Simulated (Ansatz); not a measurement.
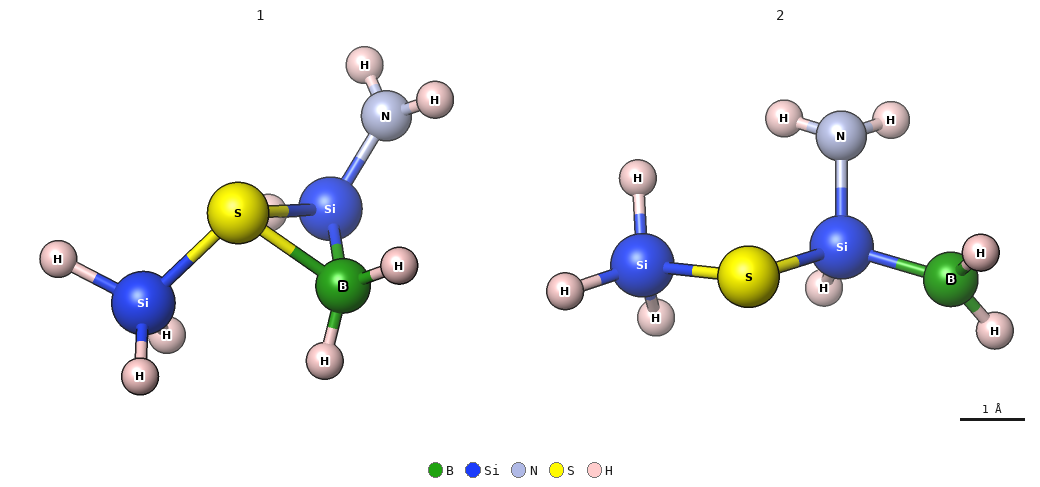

Two geometries of BSi$_{2}$NH$_{8}$S (coarse preliminary run), drawn at one scale. One is the start of a relaxation, the other its converged end. The picture is a ball-and-stick view, seen at a tilt.

Computed with RKS PBE-D4/def2-SVP (Ansatz 0.2.0). Set-up: force threshold 0.03 eV/Å; at most 200 steps.

Which of the two is the end point?

Answer. Structure 1 is the relaxed one. The start comes from a force field. Over 30 accepted moves (31 points after the start) the energy falls by 139.5 kJ/mol. The largest force component goes from 2.3 to 0.027 eV/Å. The line search rejected the trial step at point 9 of the run. An H atom moves most after the best rigid fit: 2.49 Å. By element the largest moves are H 2.49 Å, B 1.39 Å, N 1.29 Å, S 1.06 Å, Si 0.98 Å. Some distances before and after: B–S 3.302 → 2.048 Å, S–Si 2.138 → 2.422 Å, H–N 1.106 → 1.022 Å, H–Si 1.421 → 1.505 Å. Among the angles between lasting bonds that change: B–Si–S 110.4° → 54.5°, B–Si–H 109.3° → 129.2°, B–Si–N 108.0° → 124.3°. Groups turn about S–Si by about 75°, S–Si by about 50°.
